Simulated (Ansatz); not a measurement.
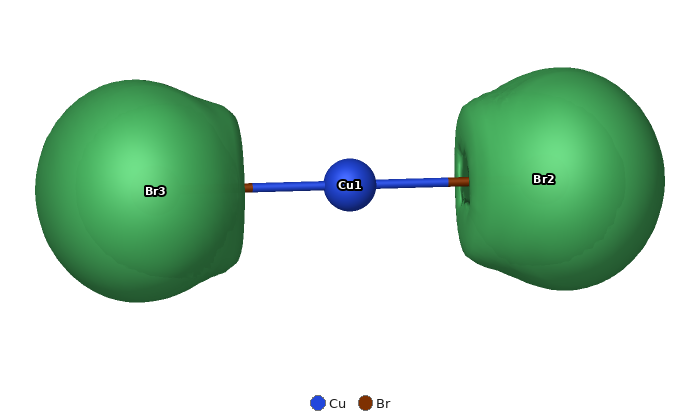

Figure 1: Br2Cu (doublet). Isosurface of the electron localisation function at 0.75 (green), seen from one side. Core shells and regions of very low density are left out.

Geometry: PBE-D4/def2-TZVP.

All numbers below come from Ansatz 0.2.0, UKS PBE0-D4/def2-TZVP.

Identify the bonds, lone pairs and shells in this picture.

Answer. The surface consists of two rings or bowls of non-bonding electrons around Br. Along the contacts the grid gives the following. Cu–Br (2.22 Å): the ELF peaks at about 0.70 in the valence shell of Br, 1.0 Å from its nucleus, and is about 0.50 at the midpoint.
